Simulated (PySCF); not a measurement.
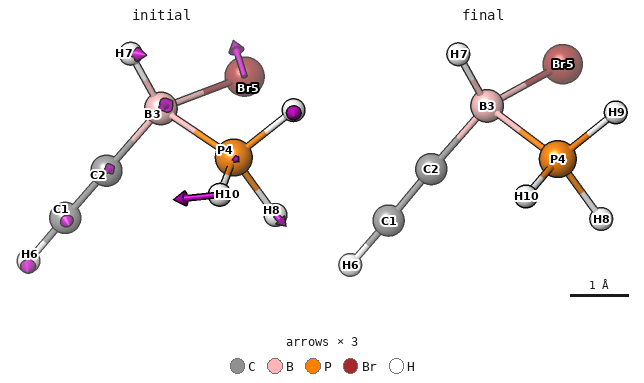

The structure of C2H5BBrP before (left) and after (right) a relaxation, at one scale. The purple arrows give the displacements, 3 times their true length.

Style: ball-and-stick. Shown from a free direction.

The start comes from GFN2-xTB. Its atoms were then displaced at random by about 0.01 Å.

The calculation used PBE0-D3(BJ)/def2-SVP geometry optimisation, gas phase in PySCF. 

Summarise the run.

Over 5 geometry steps the energy falls by 4.64 kcal/mol. The largest move after the best rigid fit is that of H10, 0.30 Å. By element the largest moves are H 0.30 Å, Br 0.27 Å, B 0.14 Å, C 0.10 Å, P 0.04 Å. Some distances before and after: B3–P4 1.896 → 1.969 Å, P4–H8 1.374 → 1.412 Å, B3–H7 1.184 → 1.215 Å, P4–H9 1.395 → 1.413 Å. Among the angles between lasting bonds that change: B3–P4–H10 127.6° → 118.3°, P4–B3–H7 114.4° → 105.1°, P4–B3–Br5 92.1° → 100.8°.
